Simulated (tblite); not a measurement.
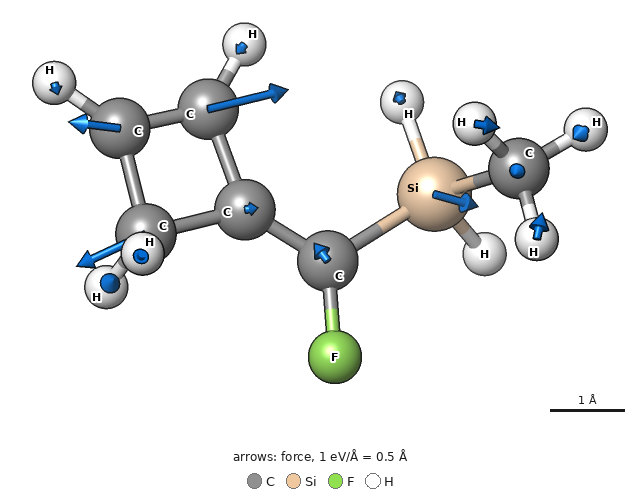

Starting geometry of C6H9FSi with the computed forces as blue arrows. A ball-and-stick model, seen at a tilt.

These are results of GFN2-xTB geometry optimisation, gas phase (tblite 0.8.0), not measurements. 

Q: Is this structure relaxed? If not, where do the atoms go?

A: It isn't relaxed: the largest force vector, on a C atom, is 2.42 eV/Å. The final displacements have little in common with the starting forces (cosine between the two patterns 0.22). The energy falls by 0.349 eV in 78 geometry steps. The largest move after the best rigid fit is that of an H atom, 0.31 Å. Largest moves by element: H 0.31 Å, F 0.17 Å, C 0.17 Å, Si 0.12 Å. Near-neighbour distances that change, for instance: C–C 1.481 → 1.528 Å, C–Si 1.852 → 1.896 Å, C–H 1.120 → 1.089 Å, C–C 1.312 → 1.342 Å. Among the angles between lasting bonds that change: Si–C–C 116.6° → 128.4°, Si–C–F 121.4° → 113.9°, Si–C–H 105.3° → 111.4°. The run took 0.9 s on 1 thread of Arm Neoverse N1 (shared host).
